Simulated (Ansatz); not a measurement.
Consider H₆N₂OSi.

```xyz
10

Si    0.0820   -0.1374    0.2782
H    -0.1909   -0.3533    1.7387
N     1.8173   -0.2231    0.1348
H     2.3484    0.1635    0.9182
H     2.2408    0.0872   -0.7427
O    -0.4390    1.3443   -0.3381
H    -1.4036    1.3387   -0.4996
N    -0.8509   -1.3497   -0.5676
H    -0.7712   -2.3028   -0.2045
H    -0.7675   -1.3772   -1.5868
```

Level of theory: Ansatz, RKS revPBE-D4/6-31G*.

### What will maps of the electron density and electron localisation function show?

Si–O (1.69 Å): ρ at the midpoint is about 1.1 e/Å³; the ELF peaks at about 0.85 between the atoms; a polar covalent bond.
Si–N (1.75 Å): ρ at the midpoint is about 1.1 e/Å³; the ELF peaks at about 0.90 between the atoms, as expected for a shared but strongly polarised pair.
N–H (1.02 Å): ρ is about 2.7 e/Å³ halfway; the ELF climbs to about 1 towards the hydrogen, as it does in any bond to H (an ordinary covalent bond to hydrogen).

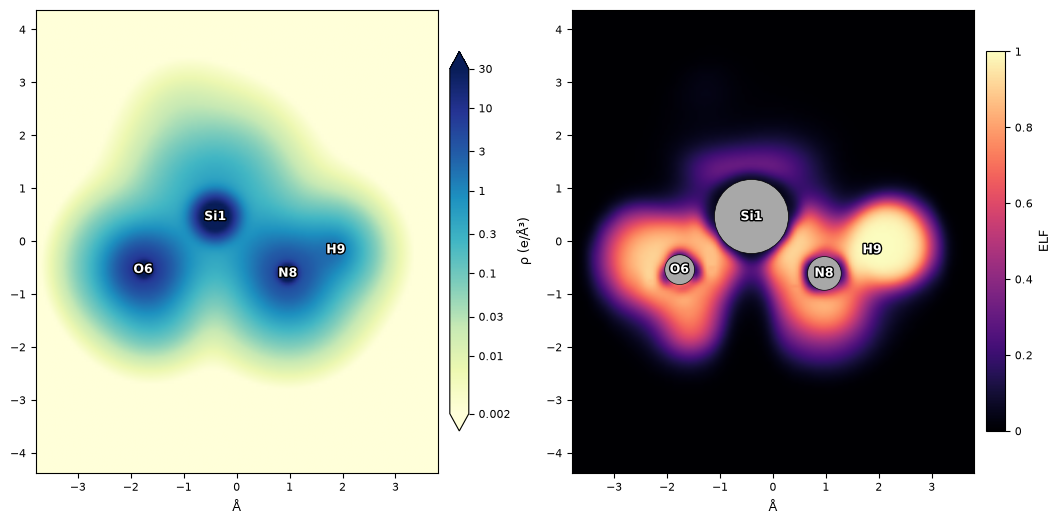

Computed electron density and electron localisation function on the plane of atoms O6, Si1 and N8, in this order. Grey discs cover the atomic cores in the ELF map. 
